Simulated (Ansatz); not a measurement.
# BSiH$_{7}$O$_{2}$: geometry relaxation (part 1 of 2)

The run: geometry relaxation of BSiH$_{7}$O$_{2}$. Method and program: RKS B3LYP-D4/6-31G* (Ansatz 0.2.0).

It belongs to a series of runs on one base structure; here: end point A relaxed. Figures and captions count atoms from 1; the log counts them from 0 in places.

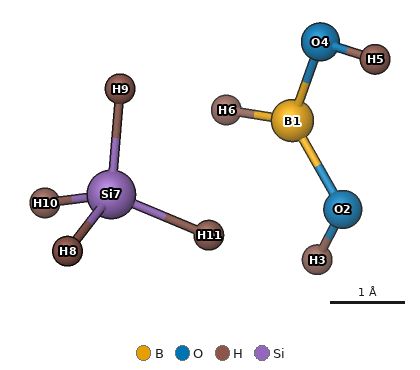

**Figure 1.** The structure as given in the input (ball-and-stick view, seen at a tilt; atoms are numbered from 1 in the order of the input).

**Input file**
```yaml
crystal:
  periodic: [false, false, false]
  atoms:
    - { symbol: B, position_ang: [-0.139773, -0.34224, -0.04305] }
    - { symbol: O, position_ang: [-0.052148, -0.925279, 1.214456] }
    - { symbol: H, position_ang: [-0.884318, -0.853084, 1.70064] }
    - { symbol: O, position_ang: [0.943003, -0.375157, -0.860568] }
    - { symbol: H, position_ang: [1.688408, -0.822929, -0.427792] }
    - { symbol: H, position_ang: [-1.145189, 0.166269, -0.44647] }
    - { symbol: Si, position_ang: [0.189152, 2.581785, 1.113581] }
    - { symbol: H, position_ang: [0.767676, 3.567968, 2.070925] }
    - { symbol: H, position_ang: [0.938173, 2.645974, -0.166716] }
    - { symbol: H, position_ang: [-1.237207, 2.931445, 0.864767] }
    - { symbol: H, position_ang: [0.256022, 1.228048, 1.683027] }
basis:
  gaussian: { orbitals: "6-31G*" }
hamiltonian:
  xc: b3lyp
  dispersion: d4
relax:
  f_tol: 0.03
  max_steps: 50
output:
  orbitals: {}
```

Launch command:
```bash
ansatz run input.yaml --threads 2 --pin off --max-ram 3072MiB --backend cpu --events-out ev --progress --plain --runs-dir out
```

**Log**
```
The last accepted step is kept in [file] (removed where the run ends without a failure and the disk answers)
Engine: ansatz 0.2.0, aarch64-unknown-linux-gnu
Functional definition: B3LYP
  parameter a0 = 0.2
  parameter ax = 0.72
  parameter ac = 0.81
  exchange = (1 - a0 - ax)*slater_x + ax*b88_x + a0*exact_x
  correlation = (1 - ac)*vwn_rpa_c + ac*lyp_c
848 factors; integrals over basis functions are off by at most 7.3e-4 eV
mean field evaluation 1: about -12757.9917 eV, gradient 6.0e1 eV
mean field evaluation 2: about -12750.1662 eV, gradient 9.0e1 eV
mean field evaluation 4: about -12764.0140 eV, gradient 1.6e0 eV
mean field evaluation 8: about -12764.0342 eV, gradient 2.0e-1 eV
mean field -12764.03430303 eV, -469.0696088630 hartree, gradient 2.1e-5 eV, S^2 0.000000; 0 other end points of the search recorded, 0 dependent functions left out
the calculation of the forces begins
reference -12764.03454572 eV, -469.0696177817 hartree; 21, 21 occupied and 57, 57 virtual orbitals, 848 factors
relax step   1: F+E_penalty+E_count = -12764.30091193 eV  Δ(F+E_penalty+E_count) = +0.000e0 eV  max|allowed force component| = 7.249e-1 eV/Å  Δτ_max = 0.0000 Å  (24 SCF iters, accepted)
these checks for a lower state are left out or cut short: starts, cluster_reference, orbital_swaps, neighbouring_geometries, increment
848 factors; integrals over basis functions are off by at most 7.3e-4 eV
mean field evaluation 16: about -12764.0713 eV, gradient 5.0e0 eV
mean field -12764.19215257 eV, -469.0754097268 hartree, gradient 1.7e-5 eV, S^2 0.000000; 0 other end points of the search recorded, 0 dependent functions left out
[... from here on the field's lines of each further geometry are left out, up to the last ...]
relax step   2: F+E_penalty+E_count = -12764.44021178 eV  Δ(F+E_penalty+E_count) = -1.393e-1 eV  max|allowed force component| = 4.393e-1 eV/Å  Δτ_max = 0.1945 Å  (28 SCF iters, accepted)
relax step   3: F+E_penalty+E_count = -12764.48080549 eV  Δ(F+E_penalty+E_count) = -4.059e-2 eV  max|allowed force component| = 2.812e-1 eV/Å  Δτ_max = 0.1359 Å  (28 SCF iters, accepted)
relax step   4: F+E_penalty+E_count = -12764.47807013 eV  Δ(F+E_penalty+E_count) = +2.735e-3 eV  max|allowed force component| = 5.285e-1 eV/Å  Δτ_max = 0.2000 Å  (26 SCF iters, rejected (line search))
relax step   5: F+E_penalty+E_count = -12764.49065467 eV  Δ(F+E_penalty+E_count) = -9.849e-3 eV  max|allowed force component| = 1.473e-1 eV/Å  Δτ_max = 0.0990 Å  (28 SCF iters, accepted)
relax step   6: F+E_penalty+E_count = -12764.49294367 eV  Δ(F+E_penalty+E_count) = -2.289e-3 eV  max|allowed force component| = 1.097e-1 eV/Å  Δτ_max = 0.0999 Å  (27 SCF iters, accepted)
relax step   7: F+E_penalty+E_count = -12764.49434673 eV  Δ(F+E_penalty+E_count) = -1.403e-3 eV  max|allowed force component| = 6.067e-2 eV/Å  Δτ_max = 0.0161 Å  (27 SCF iters, accepted)
relax step   8: F+E_penalty+E_count = -12764.49484523 eV  Δ(F+E_penalty+E_count) = -4.985e-4 eV  max|allowed force component| = 1.430e-2 eV/Å  Δτ_max = 0.0158 Å  (27 SCF iters, accepted)
relax step   9: F+E_penalty+E_count = -12764.49546829 eV  Δ(F+E_penalty+E_count) = -6.231e-4 eV  max|allowed force component| = 5.200e-2 eV/Å  Δτ_max = 0.0374 Å  (27 SCF iters, accepted)
relax step  10: F+E_penalty+E_count = -12764.49636985 eV  Δ(F+E_penalty+E_count) = -9.016e-4 eV  max|allowed force component| = 3.436e-1 eV/Å  Δτ_max = 0.1445 Å  (26 SCF iters, accepted)
relax step  11: F+E_penalty+E_count = -12764.49858131 eV  Δ(F+E_penalty+E_count) = -2.211e-3 eV  max|allowed force component| = 2.120e-1 eV/Å  Δτ_max = 0.0319 Å  (28 SCF iters, accepted)
relax step  12: F+E_penalty+E_count = -12764.50514730 eV  Δ(F+E_penalty+E_count) = -6.566e-3 eV  max|allowed force component| = 2.366e-1 eV/Å  Δτ_max = 0.1964 Å  (26 SCF iters, accepted)
relax step  13: F+E_penalty+E_count = -12764.50970898 eV  Δ(F+E_penalty+E_count) = -4.562e-3 eV  max|allowed force component| = 4.978e-1 eV/Å  Δτ_max = 0.1995 Å  (25 SCF iters, accepted)
relax step  14: F+E_penalty+E_count = -12764.52294838 eV  Δ(F+E_penalty+E_count) = -1.324e-2 eV  max|allowed force component| = 3.431e-1 eV/Å  Δτ_max = 0.1116 Å  (26 SCF iters, accepted)
relax step  15: F+E_penalty+E_count = -12764.53657258 eV  Δ(F+E_penalty+E_count) = -1.362e-2 eV  max|allowed force component| = 3.126e-1 eV/Å  Δτ_max = 0.1952 Å  (27 SCF iters, accepted)
relax step  16: F+E_penalty+E_count = -12764.54616264 eV  Δ(F+E_penalty+E_count) = -9.590e-3 eV  max|allowed force component| = 2.221e-1 eV/Å  Δτ_max = 0.1238 Å  (27 SCF iters, accepted)
relax step  17: F+E_penalty+E_count = -12764.54825574 eV  Δ(F+E_penalty+E_count) = -2.093e-3 eV  max|allowed force component| = 8.363e-2 eV/Å  Δτ_max = 0.0292 Å  (27 SCF iters, accepted)
relax step  18: F+E_penalty+E_count = -12764.54811433 eV  Δ(F+E_penalty+E_count) = +1.414e-4 eV  max|allowed force component| = 7.936e-2 eV/Å  Δτ_max = 0.0225 Å  (27 SCF iters, rejected (line search))
relax step  19: F+E_penalty+E_count = -12764.54869344 eV  Δ(F+E_penalty+E_count) = -4.377e-4 eV  max|allowed force component| = 1.618e-2 eV/Å  Δτ_max = 0.0109 Å  (23 SCF iters, accepted)
relax step  20: F+E_penalty+E_count = -12764.54909248 eV  Δ(F+E_penalty+E_count) = -3.990e-4 eV  max|allowed force component| = 2.256e-2 eV/Å  Δτ_max = 0.0399 Å  (27 SCF iters, accepted)
relax step  21: F+E_penalty+E_count = -12764.54949539 eV  Δ(F+E_penalty+E_count) = -4.029e-4 eV  max|allowed force component| = 6.249e-2 eV/Å  Δτ_max = 0.0643 Å  (27 SCF iters, accepted)
relax step  22: F+E_penalty+E_count = -12764.54989109 eV  Δ(F+E_penalty+E_count) = -3.957e-4 eV  max|allowed force component| = 1.027e-1 eV/Å  Δτ_max = 0.0836 Å  (27 SCF iters, accepted)
relax step  23: F+E_penalty+E_count = -12764.55001542 eV  Δ(F+E_penalty+E_count) = -1.243e-4 eV  max|allowed force component| = 1.252e-1 eV/Å  Δτ_max = 0.0684 Å  (27 SCF iters, accepted)
relax step  24: F+E_penalty+E_count = -12764.55068972 eV  Δ(F+E_penalty+E_count) = -6.743e-4 eV  max|allowed force component| = 8.193e-2 eV/Å  Δτ_max = 0.0152 Å  (27 SCF iters, accepted)
relax step  25: F+E_penalty+E_count = -12764.55064346 eV  Δ(F+E_penalty+E_count) = +4.627e-5 eV  max|allowed force component| = 7.385e-2 eV/Å  Δτ_max = 0.0417 Å  (27 SCF iters, rejected (line search))
the calculation of the forces begins
reference -12764.32144363 eV, -469.0801610855 hartree; 21, 21 occupied and 57, 57 virtual orbitals, 848 factors
relax step  26: F+E_penalty+E_count = -12764.55119104 eV  Δ(F+E_penalty+E_count) = -5.013e-4 eV  max|allowed force component| = 2.554e-2 eV/Å  Δτ_max = 0.0201 Å  (27 SCF iters, accepted)
848 factors; integrals over basis functions are off by at most 7.2e-4 eV
mean field evaluation 192: about -12758.2444 eV, gradient 6.0e1 eV
```

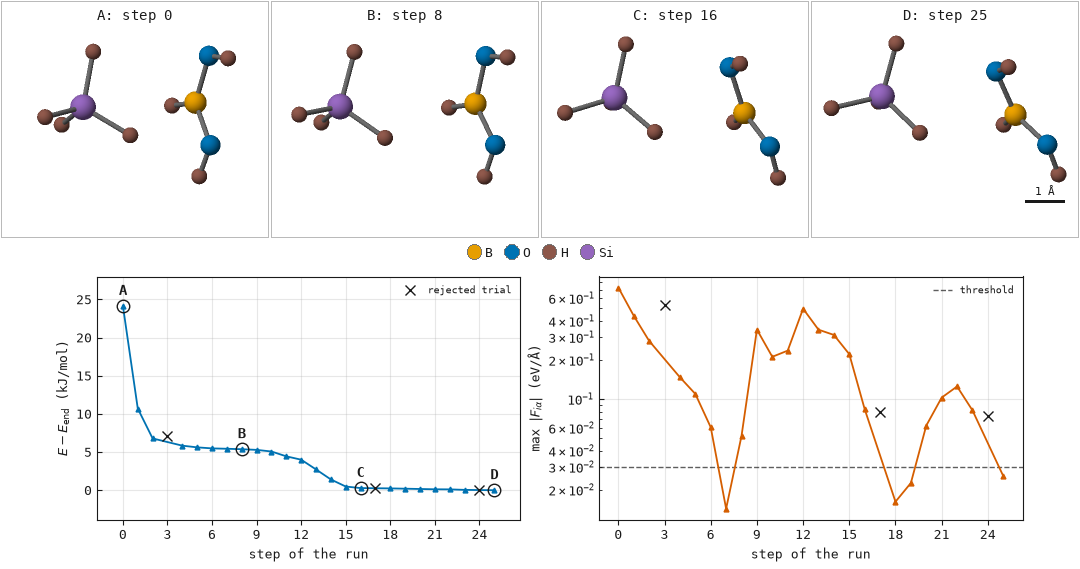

**Figure 2.** Frames of the relaxation (ball-and-stick view, seen at a tilt) above the curves, on which the letters mark them (the first geometry is step 0 here and step 1 in the log).

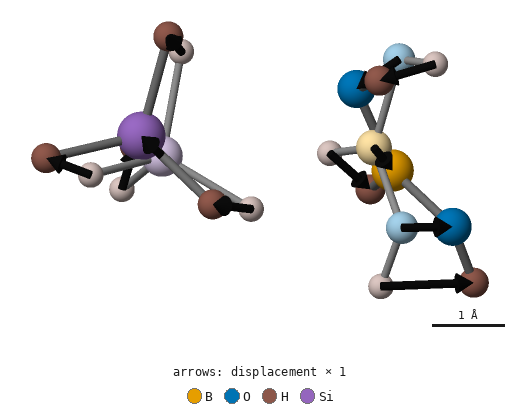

**Figure 3.** Start (faint) and end (solid) with the displacements as black arrows, at true length (ball-and-stick view, seen at a tilt). The two geometries are laid on each other by the best rigid fit. The largest move after the best rigid fit is that of H3, 1.34 Å. Largest moves by element: H 1.34 Å, O 0.75 Å, Si 0.50 Å, B 0.50 Å. Among the contacts that change: B1–O2 1.389 → 1.367 Å, Si7–H11 1.470 → 1.486 Å, Si7–H10 1.490 → 1.483 Å, B1–O4 1.357 → 1.363 Å. After 25 geometry steps the energy has fallen by 24.1 kJ/mol. The largest force component goes from 0.72 to 0.026 eV/Å. The line search rejected the trial steps at points 3, 17, 24 (counted from 0) and went back. (Atoms are counted from 1 in the order of the input.)

```
mean field -12764.32118223 eV, -469.0801514793 hartree, gradient 1.0e-5 eV, S^2 0.000000; 1 other end points of the search recorded, 0 dependent functions left out
the calculation of the forces begins
reference -12764.32144363 eV, -469.0801610855 hartree; 21, 21 occupied and 57, 57 virtual orbitals, 848 factors
Total energy: -12764.55145243 eV, -469.0886137532 hartree
Atom 0 at    -0.479466    -0.694856     0.023788 Å, force     0.013681     0.003652    -0.013753 eV/Å
Atom 1 at    -0.116850    -1.627816     0.955373 Å, force    -0.005482     0.009970    -0.003923 eV/Å
Atom 2 at    -0.874747    -2.131048     1.281858 Å, force     0.001758    -0.000151    -0.006953 eV/Å
Atom 3 at     0.480589     0.100158    -0.527441 Å, force    -0.006557    -0.022897     0.025539 eV/Å
Atom 4 at     1.356724    -0.113767    -0.166100 Å, force    -0.006001     0.006381    -0.008794 eV/Å
Atom 5 at    -1.609868    -0.542381    -0.337022 Å, force     0.002729     0.000857     0.008463 eV/Å
Atom 6 at     0.510357     2.954414     1.085048 Å, force    -0.002680     0.008820     0.002096 eV/Å
Atom 7 at     0.590153     4.218894     1.867165 Å, force     0.000187     0.001182     0.000399 eV/Å
Atom 8 at     1.617978     2.934280     0.096823 Å, force     0.001543    -0.004064    -0.001913 eV/Å
Atom 9 at    -0.802826     2.892931     0.398334 Å, force     0.002301    -0.004075     0.000631 eV/Å
Atom 10 at     0.651755     1.811992     2.024973 Å, force    -0.001480     0.000326    -0.001791 eV/Å
Dipole moment:    -0.054880    -0.332288     0.186252 e Å
```

**Trajectory as extended XYZ (Å, eV, eV/Å), 20 of the 26 frames kept, from step=1 to step=26**
```
11
Properties=species:S:1:pos:R:3:forces:R:3 step=1 energy=-12764.30091
B    -0.1398   -0.3422   -0.0430   -0.0163  -0.6236   0.4931
O    -0.0521   -0.9253    1.2145   -0.0749  -0.1316  -0.7249
H    -0.8843   -0.8531    1.7006   -0.0138   0.0069   0.0034
O     0.9430   -0.3752   -0.8606   -0.0317   0.0045   0.0259
H     1.6884   -0.8229   -0.4278   -0.0032   0.0036  -0.0081
H    -1.1452    0.1663   -0.4465    0.0436   0.0128  -0.0056
Si    0.1892    2.5818    1.1136    0.0036   0.5822   0.0216
H     0.7677    3.5680    2.0709   -0.0254  -0.0299  -0.0318
H     0.9382    2.6460   -0.1667   -0.0097  -0.0137   0.0371
H    -1.2372    2.9314    0.8648    0.0365  -0.0097   0.0082
H     0.2560    1.2280    1.6830    0.0913   0.1985   0.1811
11
Properties=species:S:1:pos:R:3:forces:R:3 step=2 energy=-12764.44021
B    -0.1649   -0.4830   -0.0789    0.1435   0.1104   0.4393
O    -0.0862   -1.1056    1.1500   -0.2313   0.0967  -0.3194
H    -0.8930   -0.9619    1.6702    0.1384  -0.1052  -0.1183
O     0.9374   -0.4384   -0.8726   -0.0739  -0.1177  -0.0286
H     1.6916   -0.8708   -0.4399   -0.0096  -0.0331  -0.0207
H    -1.1467    0.0971   -0.4509    0.0014  -0.1666  -0.0315
Si    0.2008    2.7255    1.1409   -0.0226   0.0342  -0.0800
H     0.7822    3.6999    2.0979   -0.0222   0.1159  -0.0335
H     0.9465    2.7324   -0.1431    0.0061   0.0650   0.0505
H    -1.2344    3.0227    0.8821    0.0453   0.0741   0.0325
H     0.2905    1.3849    1.7471    0.0250  -0.0737   0.1098
11
Properties=species:S:1:pos:R:3:forces:R:3 step=4 energy=-12764.47807 accepted=F
B    -0.1347   -0.6027   -0.1130   -0.1095   0.5285  -0.1561
O    -0.0616   -1.2113    1.0950   -0.0655  -0.4506   0.5148
H    -0.8875   -1.1445    1.5961    0.1029   0.0254  -0.0601
O     0.9388   -0.6076   -0.9382    0.3680  -0.3589  -0.0884
H     1.6538   -1.1639   -0.5700   -0.1852   0.2504  -0.1022
H    -1.1010    0.0077   -0.4565   -0.1162  -0.0119  -0.1151
Si    0.1828    2.9092    1.2127    0.0977  -0.1755   0.1132
H     0.7564    3.9488    2.1103   -0.0199  -0.0130  -0.0260
H     0.9535    2.8586   -0.0542   -0.0079   0.0196  -0.0040
H    -1.2379    3.2291    0.9302   -0.0460   0.0172  -0.0154
H     0.2613    1.5795    1.8905   -0.0183   0.1688  -0.0607
11
Properties=species:S:1:pos:R:3:forces:R:3 step=5 energy=-12764.49065
B    -0.1449   -0.5656   -0.0940   -0.0416   0.0364  -0.0179
O    -0.0831   -1.2271    1.1007   -0.1210  -0.0251   0.1417
H    -0.8987   -1.1236    1.6147    0.1233  -0.0418  -0.0915
O     0.9381   -0.5596   -0.9128    0.1473  -0.1349   0.0229
H     1.6680   -1.0751   -0.5240   -0.1095   0.1111  -0.0637
H    -1.1242    0.0188   -0.4565   -0.0069   0.0160  -0.0067
Si    0.1958    2.8692    1.1905    0.0161  -0.0207   0.0104
H     0.7629    3.8934    2.1065   -0.0061   0.0180  -0.0090
H     0.9554    2.8555   -0.0838    0.0030   0.0091   0.0061
H    -1.2318    3.1798    0.9203   -0.0055   0.0125   0.0003
H     0.2864    1.5372    1.8411    0.0009   0.0193   0.0073
11
Properties=species:S:1:pos:R:3:forces:R:3 step=6 energy=-12764.49294
B    -0.1433   -0.5938   -0.0925   -0.0090  -0.1097  -0.0204
O    -0.0829   -1.2887    1.0868   -0.0261   0.0396  -0.0343
H    -0.9049   -1.2207    1.5918    0.0393   0.0237  -0.0131
O     0.9279   -0.6039   -0.9300    0.0091   0.0741   0.0775
H     1.6672   -1.1029   -0.5449   -0.0362  -0.0220  -0.0229
H    -1.1155    0.0169   -0.4345    0.0168  -0.0113   0.0102
Si    0.1966    2.9193    1.2012    0.0067  -0.0041  -0.0009
H     0.7610    3.9557    2.1052   -0.0005   0.0067   0.0006
H     0.9682    2.8876   -0.0657   -0.0013   0.0012   0.0016
H    -1.2267    3.2384    0.9162    0.0024  -0.0025  -0.0027
H     0.2763    1.5950    1.8692   -0.0011   0.0043   0.0045
11
Properties=species:S:1:pos:R:3:forces:R:3 step=8 energy=-12764.49484
B    -0.1515   -0.6029   -0.0982    0.0035   0.0117  -0.0034
O    -0.0858   -1.2926    1.0819   -0.0122  -0.0033   0.0039
H    -0.9043   -1.2196    1.5910    0.0113  -0.0022  -0.0092
O     0.9278   -0.5849   -0.9238    0.0037  -0.0093   0.0143
H     1.6621   -1.0967   -0.5465   -0.0114   0.0107  -0.0079
H    -1.1292   -0.0036   -0.4430    0.0002  -0.0089   0.0022
Si    0.2030    2.9212    1.2045    0.0017  -0.0090  -0.0034
H     0.7560    3.9704    2.1009   -0.0032   0.0038  -0.0027
H     0.9790    2.8822   -0.0595    0.0022   0.0030   0.0022
H    -1.2217    3.2255    0.9100    0.0032   0.0023  -0.0006
H     0.2882    1.6039    1.8855    0.0012   0.0011   0.0046
```
